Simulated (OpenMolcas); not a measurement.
# How methods differ on InPH6 (SMILES [PH3+][InH3-])

InPH6 has 8 atoms, charge 0, and is taken as a singlet. SMILES: `[PH3+][InH3-]`. The shape is that of a PBE0-D4/def2-TZVP optimisation.

```xyz
8

P    -0.5933    0.0626   -1.0266
In    0.8220   -0.0999    1.3628
H    -1.9975   -0.0772   -1.0218
H    -0.3189   -0.8557   -2.0621
H    -0.5268    1.2405   -1.8008
H     0.0233    1.2408    2.1119
H     2.3761    0.1407    0.6389
H     0.3074   -1.7088    1.7418
```

Each level gives the vertical ionisation energy (to the doublet cation) (eV). The values are calculated.

| level | kind | program | value (eV) | CPU time (all runs) |
| --- | --- | --- | --- | --- |
| HF/def2-SVP (core potential) | Hartree–Fock | OpenMolcas | 9.16 | 11 s |
| SVWN5/def2-SVP (core potential) | LDA | OpenMolcas | 9.50 | 45 s |
| BLYP/def2-SVP (core potential) | GGA | OpenMolcas | 9.31 | 3.2 min |
| revPBE/def2-SVP (core potential) | GGA | OpenMolcas | 9.39 | 1.8 min |
| M06-L/def2-SVP (core potential) | meta-GGA | OpenMolcas | 9.59 | 93 s |
| r2SCAN/def2-SVP (core potential) | meta-GGA | OpenMolcas | 9.54 | 92 s |
| B3LYP/def2-SVP (core potential) | global hybrid | OpenMolcas | 9.68 | 62 s |
| M06-2X/def2-SVP (core potential) | hybrid meta-GGA | OpenMolcas | 9.78 | 87 s |

Spin-orbit coupling, which can split open shells on such heavy atoms by tenths of an eV, is left out. The values span 9.16 to 9.78 eV. Times are those of the runs behind each value, whatever else they computed, on shared processors of several kinds: orders of magnitude only.

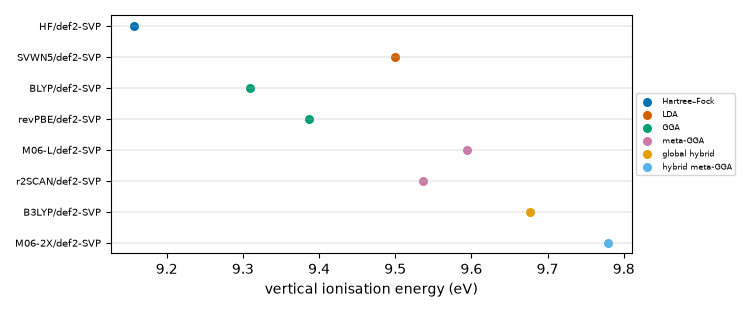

The values of the table, level by level.
